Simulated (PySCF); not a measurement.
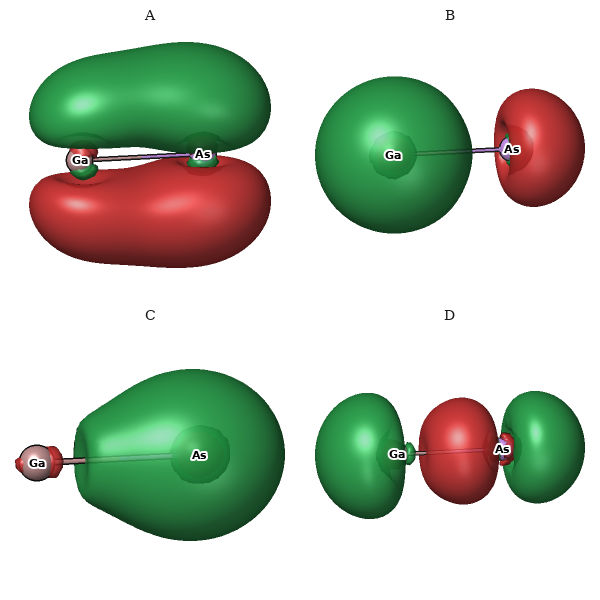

Figure. GaAs (triplet). Four frontier β-spin orbitals, each drawn at the value that holds 80 % of its norm (green and red are the two phases), in no order; of a degenerate pair one member is drawn.

The calculation used PBE0/pcseg-1, non-relativistic, at a bond length of 2.574 Å (PySCF 2.14.0).

### Name the orbitals and rank them from lowest to highest energy.

Orbital C: σ, occupied in this spin, −14.25 eV; mainly on As (85 %).
Orbital B: σ, occupied in this spin, −9.68 eV; mainly on Ga (70 %).
Orbital D: σ, occupied in this spin, −5.38 eV; shared between the atoms (Ga 45 %, As 55 %).
Orbital A: π, empty in this spin, −3.24 eV; bonding, with no node between the atoms.
